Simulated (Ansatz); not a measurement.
**Ligand exchange: NaOH + InH2(SH) → NaSH + InH2(OH)**

Species: NaOH `[OH][Na]`, singlet; InH2(SH), singlet; NaSH `[Na][SH]`, singlet; InH2(OH), singlet. The partners trade OH for SH: Na–OH and In–SH bonds give way to Na–SH and In–OH.

Shapes, held fixed at every level: PBE0-D4/def2-TZVP. Programs: Ansatz 0.2.0. The zero-point and thermal change to 298 K, harmonic and unscaled (PBE0-D4/def2-TZVP), is -0.6 kJ/mol.

```tsv
level	kind	ΔH(298 K) (kJ/mol)	less CCSD(T)/def2-TZVPP	CPU time (sum over the molecules)
PBE-D4/def2-TZVPP	GGA	-15.3	-1.8	8 s
r2SCAN0-D4/def2-TZVPP	global hybrid	-11.1	+2.4	13 s
wB97M-V/def2-TZVPP	range-separated hybrid	-13.8	-0.3	26 s
wB97X-V/def2-TZVPP	range-separated hybrid	-13.3	+0.2	21 s
B2PLYP/def2-TZVPP	double hybrid	-13.5	0.0	14 s
CCSD/def2-TZVPP	coupled cluster or CI	-13.0	+0.5	–
CCSD(T)/def2-TZVPP	coupled cluster or CI	-13.5	0.0	44 s
```

The highest level, CCSD(T)/def2-TZVPP, gives ΔH(298 K) = -13.5 kJ/mol; the levels span -15.3 to -11.1. The column of differences is taken from that level and isn't an error. No measured value is set beside it here. For atoms past krypton def2 sets carry core potentials with scalar relativity. Correlated rows may include outer-core shells of In, Na, which these sets cover unevenly. Times are processor times on shared x86 and Arm servers, and rough.

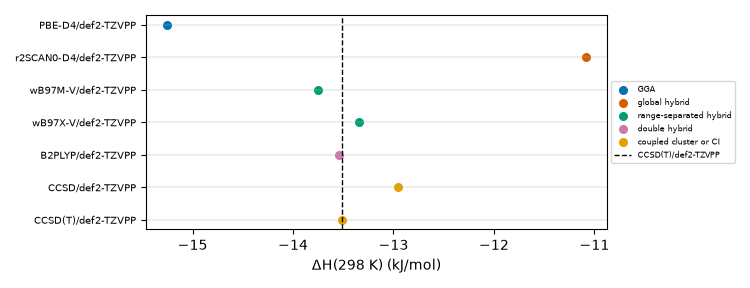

The values of the table, level by level.
